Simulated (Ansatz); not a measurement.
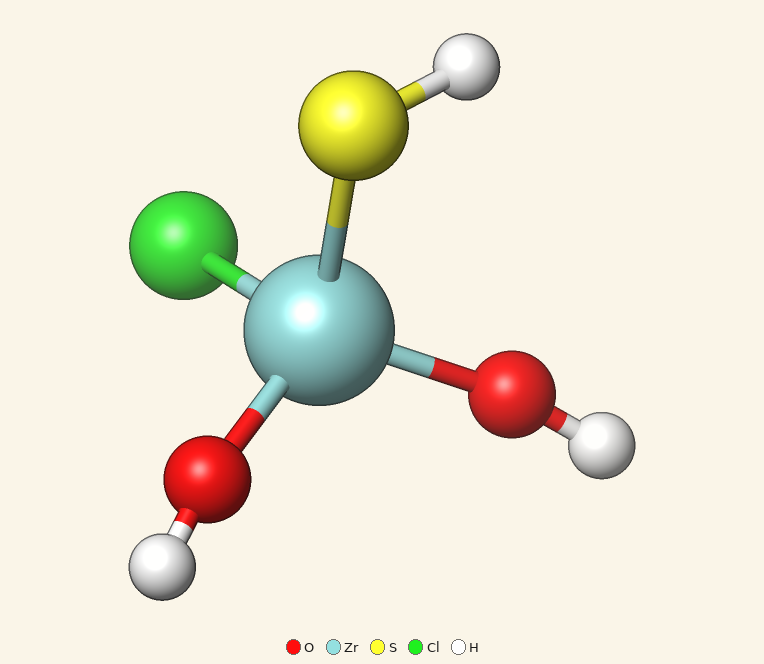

Charge 0, singlet. The computed structure is the end point of a PBE0-D4/def2-TZVP optimisation. No frequency run is at hand to confirm it as a minimum. Program: Ansatz 0.2.0.

Compare HOMO–LUMO gap (eV) at these levels: B3LYP-D4/def2-TZVPP; PBE-D4/def2-TZVPP; PBE0-D4/def2-TZVPP; r2SCAN-D4/def2-TZVPP; ωB97M-V/def2-TZVPP; ωB97X-V/def2-TZVPP.

```
               level  HOMO–LUMO gap (eV)
 B3LYP-D4/def2-TZVPP                5.90
   PBE-D4/def2-TZVPP                4.33
  PBE0-D4/def2-TZVPP                6.37
r2SCAN-D4/def2-TZVPP                4.79
  ωB97M-V/def2-TZVPP               10.08
  ωB97X-V/def2-TZVPP               10.73
```
